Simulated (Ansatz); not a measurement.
C₃H₁₀Si₃

```xyz
16

C     0.0933   -2.7633   -0.6592
Si    0.6197   -1.0267   -0.0236
C     2.1808   -0.9334    1.1149
C     3.0956   -0.1974    0.4147
Si    2.2130    0.2889   -1.2436
Si    1.8032    2.6037   -1.5202
H    -0.6667   -2.6606   -1.4516
H     0.9628   -3.2981   -1.0736
H    -0.3363   -3.3655    0.1591
H    -0.5991   -0.3020    0.5310
H     2.3560   -1.3517    2.1151
H     4.1000    0.0608    0.7748
H     2.8567   -0.2846   -2.4982
H     3.0679    3.3878   -1.8171
H     1.1902    3.1658   -0.2539
H     0.8311    2.8415   -2.6600
```

Theory: RKS PBE-D4/6-31G in Ansatz.

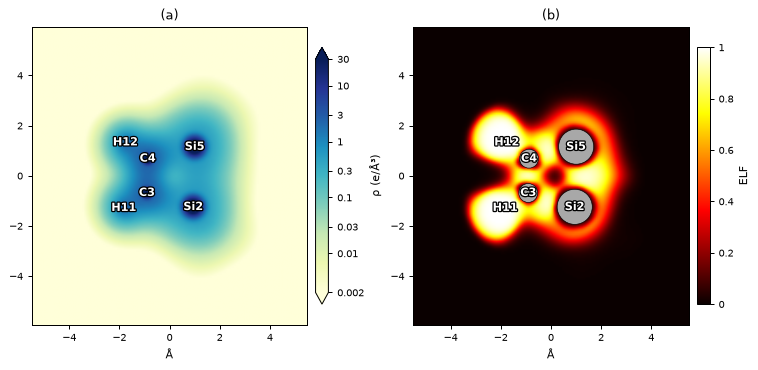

Figure 1. (a) electron density; (b) ELF on the plane of atoms Si2, C3 and C4. Grey discs cover the atomic cores in the ELF map.

What does the map show?

- The plane passes through Si, C and H nuclei.
- C–C (1.37 Å): the density is about 2.1 e/Å³ at the midpoint; the ELF peaks at about 0.90 between the atoms, as expected for a covalent bond.
- C–Si (1.93 Å): ρ is about 0.77 e/Å³ halfway; the ELF peaks at about 0.95 between the atoms; a shared electron pair.
- C–H (1.10 Å): ρ at the midpoint is about 1.9 e/Å³; the ELF climbs to about 1 towards the hydrogen, as it does in any bond to H; an ordinary covalent bond to hydrogen.

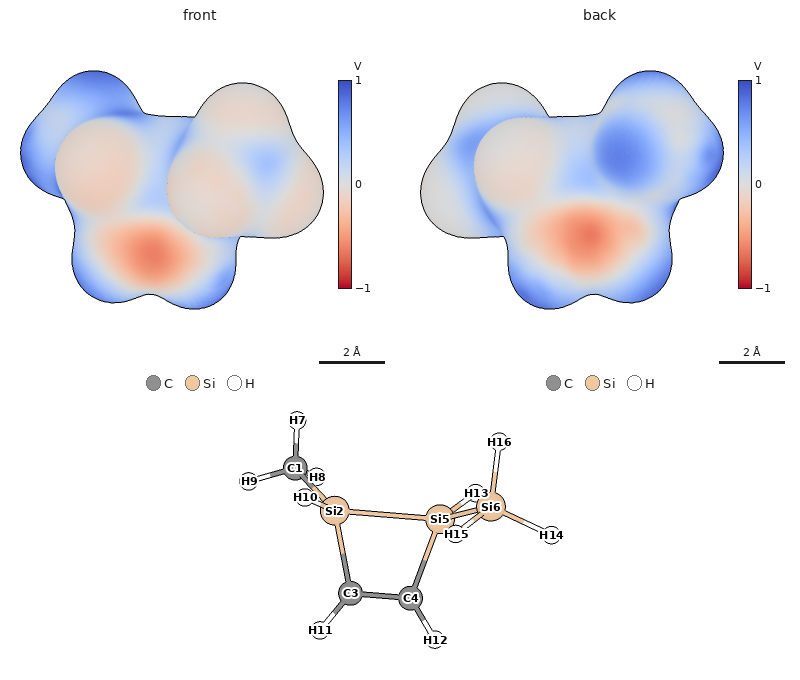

Figure 2. The electrostatic potential painted on the density surface at 0.002 e/bohr³, seen from the front and from behind; red is negative and blue positive. The bare structure is drawn below in the same view.

Where is the surface potential most negative and most positive?

The most negative region (about −0.6 V, or −14 kcal/mol for a unit charge) lies over the π face of C3 and C4, the most positive (about +0.8 V, or +18 kcal/mol for a unit charge) over the H and Si atoms.

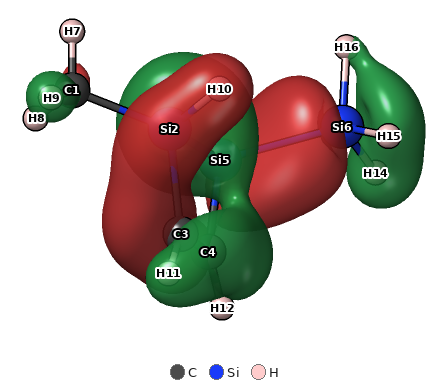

Figure 3. One frontier orbital at ±0.08 Å⁻³ᐟ² (green and red are the two phases), seen at a tilt.

Which orbital is it: HOMO or LUMO?

The HOMO, at −6.19 eV. Its weight (Hirshfeld) is mainly on Si5 (about 25 %), Si2 (about 20 %), C3 (about 15 %), Si6 (about 15 %) and C4 (about 10 %).

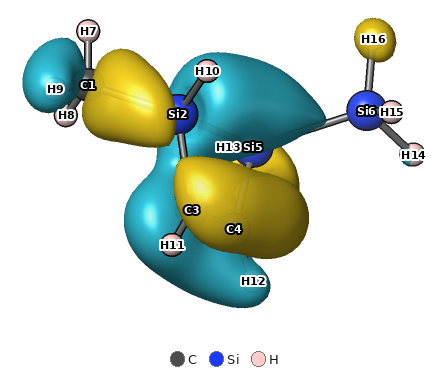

Figure 4. The HOMO−1 at ±0.08 Å⁻³ᐟ² (yellow and cyan are the two phases), seen at a tilt.

Where does this orbital lie, and at what energy?

By Hirshfeld shares it lies mainly on C4 (about 25 %), C3 (about 20 %), Si5 (about 20 %), Si2 (about 15 %) and C1 (about 10 %). Its energy is −6.42 eV.
